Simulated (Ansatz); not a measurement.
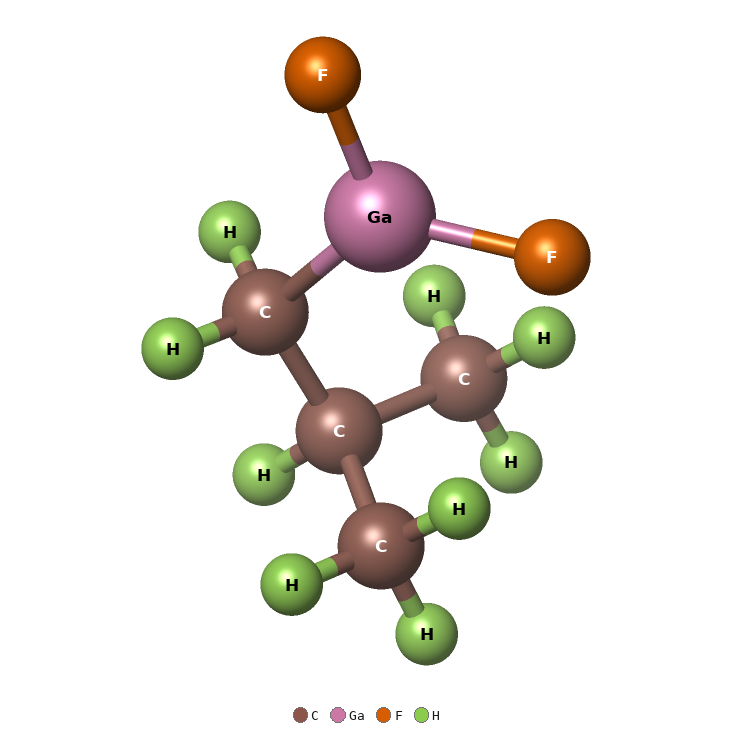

The picture shows a molecular structure as a ball-and-stick model.

**Count the atoms of each element.**

C4H9F2Ga, 16 atoms: 4 carbon, 9 hydrogen, 2 fluorine and 1 gallium.

**Give a SMILES string for it.**

CC(C)[CH2][Ga]([F])[F]

The parts below concern this one geometry. Atoms keep their numbers from picture to picture. The computed structure is the end point of a PBE0-D4/def2-TZVP optimisation.

**Geometry**

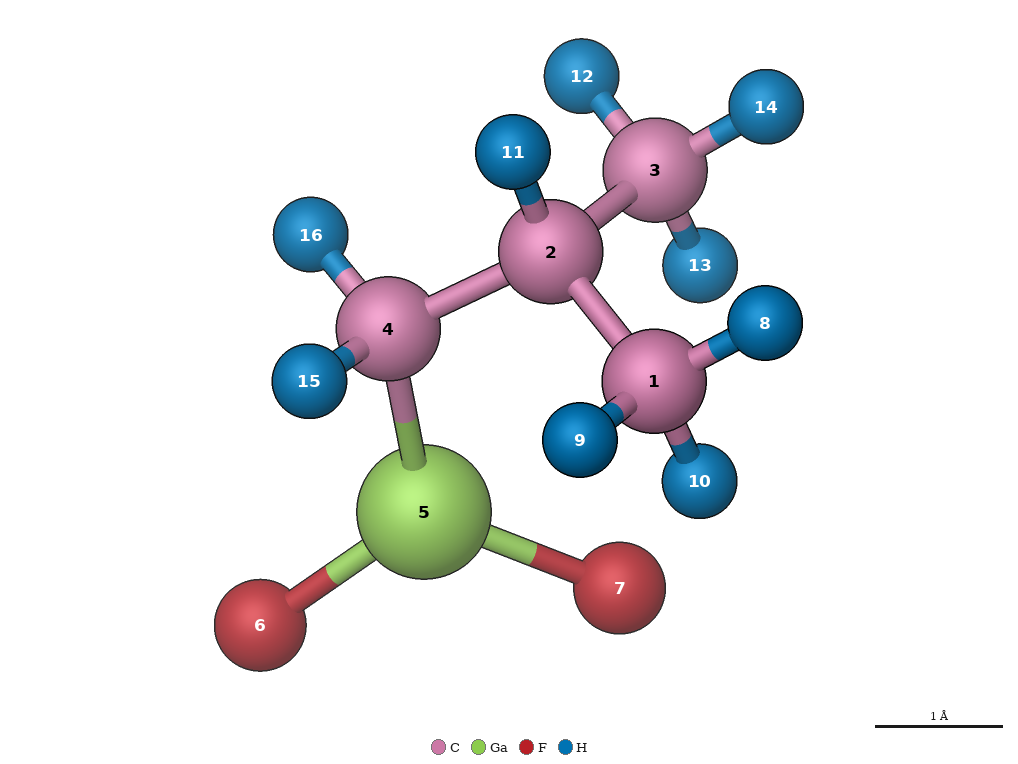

Atoms carry their numbers in the input.

**What is the geometry at C3?**

C3 has 4 neighbours (C2 at 1.52, H12 at 1.09, H13 at 1.10, H14 at 1.09 Å); the arrangement is tetrahedral.

**Describe the coordination of atom 5.**

Ga5 has 3 neighbours (C4 at 1.95, F6 at 1.75, F7 at 1.75 Å); the arrangement is trigonal planar.

**How are the neighbours of atom 1 arranged?**

C1 has 4 neighbours (C2 at 1.52, H8 at 1.09, H9 at 1.09, H10 at 1.10 Å); the arrangement is tetrahedral.

**What is the geometry at C2?**

C2 has 4 neighbours (C1 at 1.52, C3 at 1.52, C4 at 1.53, H11 at 1.10 Å); the arrangement is tetrahedral.

**What is the dihedral angle C1–C2–C4–Ga5?**

62° in size, that is gauche.

**Levels of theory compared**

Program: Ansatz 0.2.0.

Compare HOMO–LUMO gap (eV), dipole (D), HOMO energy (eV) at these levels: B3LYP-D4/def2-TZVPP; PBE-D4/def2-TZVPP; r2SCAN-D4/def2-TZVPP; ωB97M-V/def2-TZVPP.

```csv
level,HOMO–LUMO gap (eV),dipole (D),HOMO energy (eV)
B3LYP-D4/def2-TZVPP,7.61,4.03,−8.56
PBE-D4/def2-TZVPP,5.89,3.90,−7.41
r2SCAN-D4/def2-TZVPP,6.50,3.97,−7.68
ωB97M-V/def2-TZVPP,12.03,3.94,−10.97
```

**Charges**

The questions are on Mulliken charges. Method: RKS PBE-D4/def2-TZVPP (Ansatz 0.2.0).

List the Mulliken charges.

```
atom  value (e)
  C1      −0.28
  C2       0.13
  C3      −0.27
  C4      −0.28
 Ga5       0.65
  F6      −0.33
  F7      −0.35
  H8       0.08
  H9       0.08
 H10       0.08
 H11       0.05
 H12       0.08
 H13       0.08
 H14       0.08
 H15       0.10
 H16       0.10
```

**Vibrations**

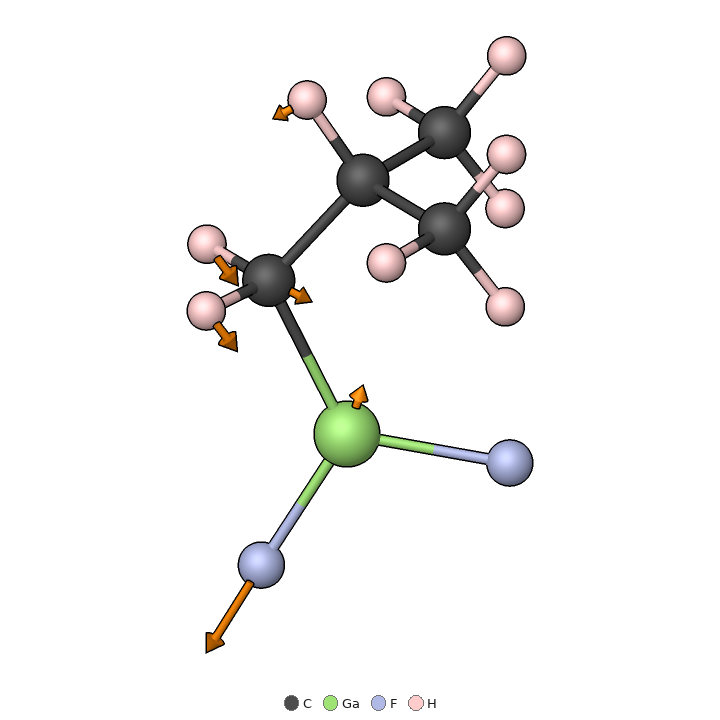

The arrows show one normal mode. Harmonic vibrations computed with RKS PBE0-D4/def2-TZVP (Ansatz 0.2.0) at a stationary point of the same level.

**Describe the motion.**

Mostly Ga–F stretching.

**Estimate its harmonic wavenumber.**

690 cm⁻¹; it is mode 14 of 42 counted from the lowest.

Mulliken values depend strongly on the basis set and can even reverse the polarity of a bond.
